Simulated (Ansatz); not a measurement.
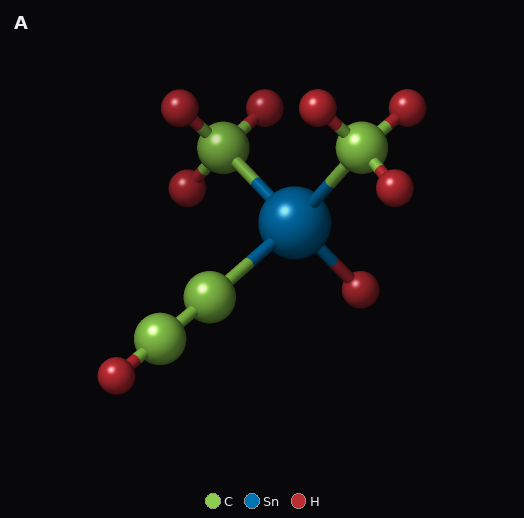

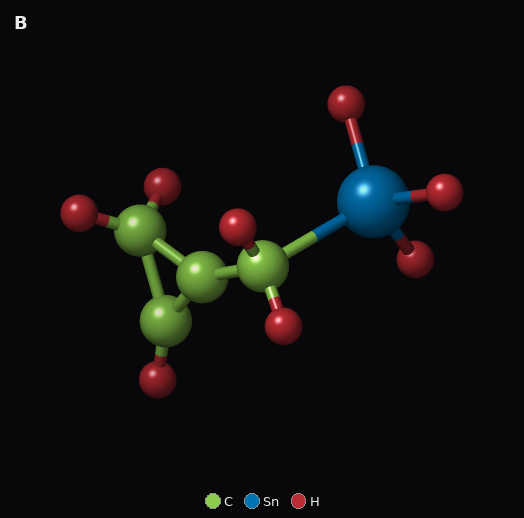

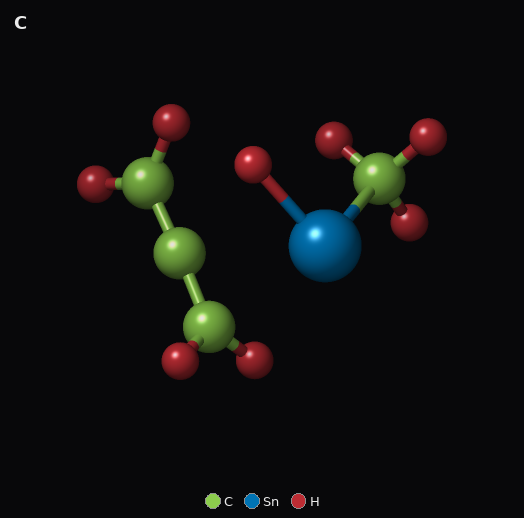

3 stationary structures of one formula. Geometries: PBE0-D4/def2-TZVP. Electronic energies: CCSD(T)/CBS (MP2 limit from def2-TZVPP and def2-QZVPP plus CCSD(T) − MP2) (Ansatz 0.2.0), without zero-point energy. No frequency run is at hand to confirm each as a minimum. Each is one conformer, not always the lowest.

Question: Rank them by energy, lowest first.

Answer: A is lowest; C lies 16.9 kcal/mol above it, B lies 36.6 kcal/mol above it.
